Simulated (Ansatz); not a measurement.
# C3H8O2Si: what the fields show

Input file:

```
basis:
  gaussian: {orbitals: def2-SVPD}
crystal:
  periodic: [false, false, false]
  atoms:
    - {symbol: C, position_ang: [0.419608, -0.075173, 0.884897]}
    - {symbol: C, position_ang: [-0.061232, 1.391176, 0.799799]}
    - {symbol: C, position_ang: [-1.102235, -0.408475, 0.842835]}
    - {symbol: O, position_ang: [1.186052, -0.492050, 1.969695]}
    - {symbol: O, position_ang: [-1.416014, 0.981428, 0.567172]}
    - {symbol: Si, position_ang: [-1.805270, -1.564288, -0.500056]}
    - {symbol: H, position_ang: [0.743084, -0.220002, 2.786055]}
    - {symbol: H, position_ang: [0.965239, -0.399164, -0.015221]}
    - {symbol: H, position_ang: [0.058687, 1.936023, 1.758788]}
    - {symbol: H, position_ang: [0.340103, 2.016624, -0.016187]}
    - {symbol: H, position_ang: [-1.458651, -0.711403, 1.851118]}
    - {symbol: H, position_ang: [-3.287457, -1.426019, -0.569281]}
    - {symbol: H, position_ang: [-1.456457, -2.980469, -0.177033]}
    - {symbol: H, position_ang: [-1.208433, -1.197194, -1.816604]}
output: {forces: true, orbitals: {seedname: orbitals}}
hamiltonian: {xc: {name: PBE0}}
```

Launched as:

```sh
ansatz run input.yaml --threads 2 --pin off --max-ram 5220MiB --events-out events.jsonl --progress --plain --runs-dir runs
```

Geometry: B3LYP/def2-SVP.

Theory: isolated molecule in a Gaussian basis; Kohn-Sham density functional theory, functional PBE0 in Ansatz.

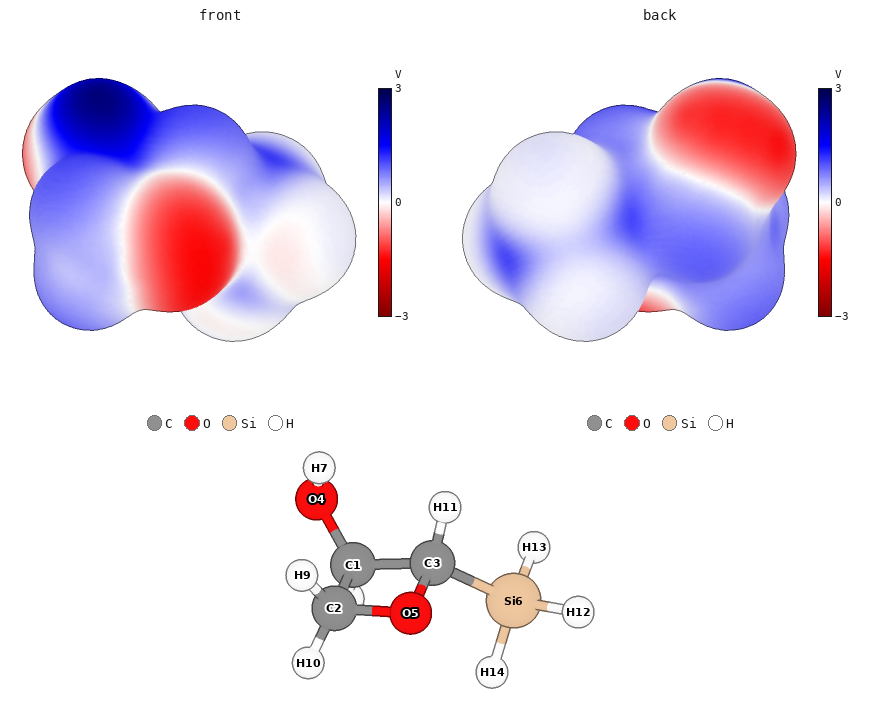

Figure 1. The molecular electrostatic potential painted on the density surface at 0.002 e/bohr³, seen from the front and from behind; the colour scale runs from red (negative) to blue (positive). The bare structure is drawn below in the same view.

Which sites attract a positive test charge, and which a negative one?

Answer. A positive charge is drawn to the negative regions and a negative charge to the positive ones. The most negative region (about −1.5 V, or −35 kcal/mol for a unit charge) lies over O5, the most positive (about +2.5 V, or +58 kcal/mol for a unit charge) over H7. O5 is the likeliest acceptor of a hydrogen bond.

What dipole moment does the calculation give?

Answer. Its dipole moment is 0.91 D.

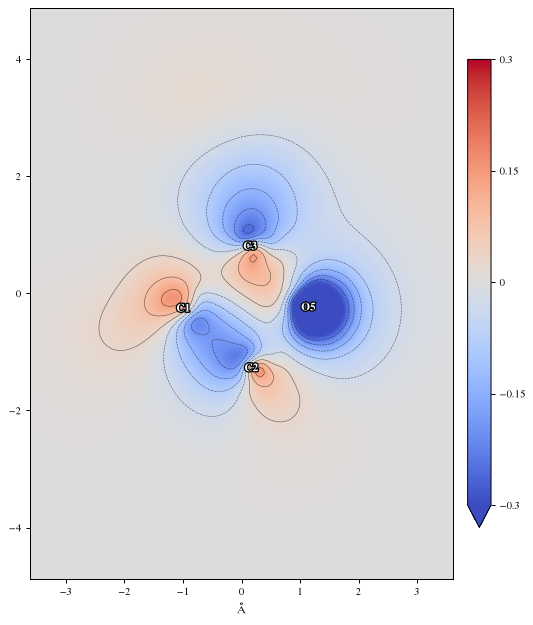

Figure 2. The HOMO on the plane of atoms C2, C1 and C3 (values in Å⁻³ᐟ²; the overall sign is arbitrary).

What is the character of this orbital?

Answer. By Hirshfeld shares it lies mainly on O5 (about 45 %), C3 (about 15 %), Si6 (about 10 %) and C2 (about 10 %). Its energy is −7.36 eV.

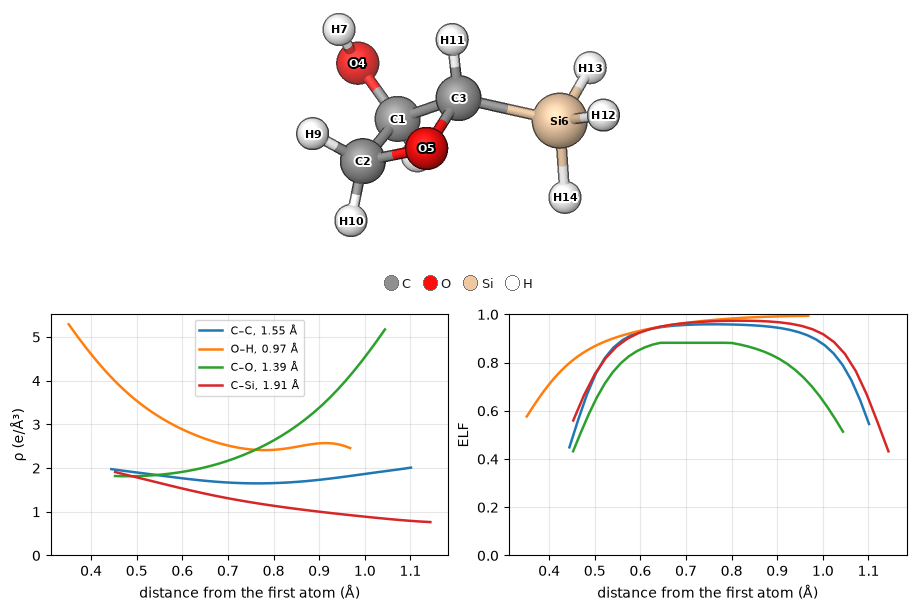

Figure 3. Total electron density and ELF along straight lines between neighbouring atoms. The curves leave out the atomic cores. The structure is drawn too.

What kind of bonding do the profiles show?

Answer. C–C (1.55 Å): the density is about 1.7 e/Å³ at the midpoint; the ELF peaks at about 0.95 between the atoms: a covalent bond.
O–H (0.97 Å): ρ at the midpoint is about 3.7 e/Å³; the ELF climbs to about 1 towards the hydrogen, as it does in any bond to H; a covalent bond by its length.
C–O (1.39 Å): ρ is about 2.2 e/Å³ halfway, with its minimum of 1.8 e/Å³ about 0.5 Å from C; the ELF peaks at about 0.90 between the atoms; a polar covalent bond.
C–Si (1.91 Å): ρ is about 0.94 e/Å³ halfway; the ELF peaks at about 1 between the atoms: localised, covalent bonding.
